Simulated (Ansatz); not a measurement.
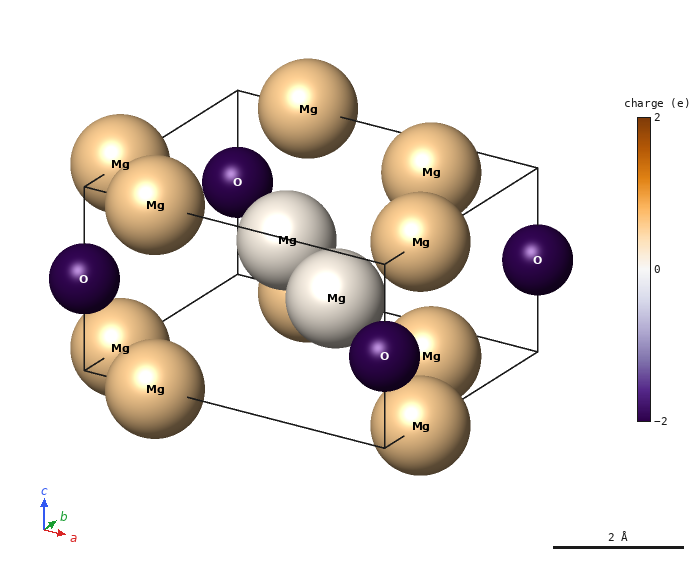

Shown here is a spheres-only view of the crystal, taken slightly off an axis. The lines enclose the simulation cell; boundary atoms appear with their images. The atoms of this Mg₅O cell are coloured by their Bader charge.

Method used: DFT PBE, scalar-relativistic, plane waves, PAW (Ansatz). It ran with 420 eV cutoff, the zone sampled with 6×6×12 points, Gaussian smearing of 0.1 eV, no spin polarisation.

> Describe the charge distribution among the elements.

Most positive: Mg; most negative: O. Charges: about Mg +0.1 to +0.6 e; O -1.9 e.

The starting point was a structure type filled with these elements by a generator (whether the compound takes this form wasn't checked). Earlier steps of the study may have refined or changed the cell and positions. It was the input of a calculation with Ansatz.
